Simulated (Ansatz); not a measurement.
GaAs (zinc blende)

```xyz
4
Lattice="0.0000 5.7461 5.7461 2.8730 2.8730 5.7461 2.8730 2.8730 0.0000" Properties=species:S:1:pos:R:3 pbc="T T T"
As     4.3096     4.3096     4.3096
As     4.3096     7.1826     7.1826
Ga     0.0000     0.0000     0.0000
Ga     2.8730     5.7461     2.8730
```

The atoms are displaced by Q × the pattern below (from a DFPT mode at X = (0.5, 0.5, 0.0), largest move 1; Q in Å), at fixed cell. (q is in reciprocal vectors of the primitive cell; the cell shown is doubled to hold the pattern.)

```json
[
 {"atom": "Ga3", "x": "0.000", "y": "0.000", "z": "1.000"},
 {"atom": "Ga4", "x": "0.000", "y": "0.000", "z": "-1.000"}
]
```

Atoms not listed stay in place.

Calculation: PBE (plane waves to 420 eV, PAW, scalar-relativistic; Ansatz, an electronic-structure program). k mesh 10×10×10 (Γ-centred), Fermi-Dirac smearing 0.05 eV. E stands for the smeared free energy. GaAs was relaxed with its symmetry unable to fall. The PAW data are Ansatz's earlier set. ΔE is measured from the undisplaced structure.

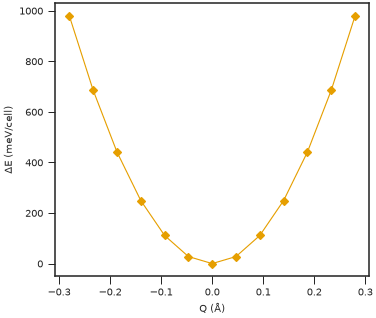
ΔE (meV/cell) against Q (Å); computed points joined by lines.

Q: What is the energy change at Q = 0.280 Å?

A: About 980 meV/cell.

Q: What harmonic wavenumber does the curvature at Q = 0 give?

A: About 220 cm⁻¹.

(For displaced atoms, the force is minus the slope of the energy, and its curvature is a force constant, which sets phonon frequencies.)
